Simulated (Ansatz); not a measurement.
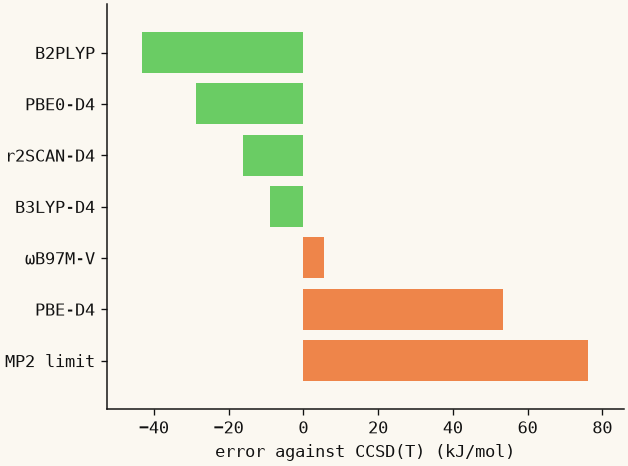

Error in the electronic atomisation energy (method less reference, so positive means overbinding) of CH₅F₂NSi, SMILES FCN[SiH2]F: functionals in def2-TZVPP against frozen-core CCSD(T) at the limit (MP2 extrapolated from triple and quadruple zeta, plus CCSD(T) less MP2 in a smaller set), which gives 3697.1 kJ/mol, at a PBE0-D4/def2-TZVP geometry (no frequency check), no zero-point or spin-orbit term, the Ansatz code 0.2.0. The reference leaves out core correlation, a term that grows with the number of heavy atoms. B2PLYP holds a correlation term that converges slowly with the basis, so part of the distance to the limit is basis error. No dispersion term is added to B2PLYP. Limit means the basis limit.

Q: What range do the values span?

A: From −43.1 kJ/mol (B2PLYP) to 76.1 kJ/mol (MP2 limit).

Q: Give the values.

A:
```
    level  kJ/mol
   B2PLYP   −43.1
  PBE0-D4   −28.7
r2SCAN-D4   −16.2
 B3LYP-D4    −8.8
  ωB97M-V     5.4
   PBE-D4    53.5
MP2 limit    76.1
```

Caveats, for all or some of the runs: one conformer of a flexible molecule.
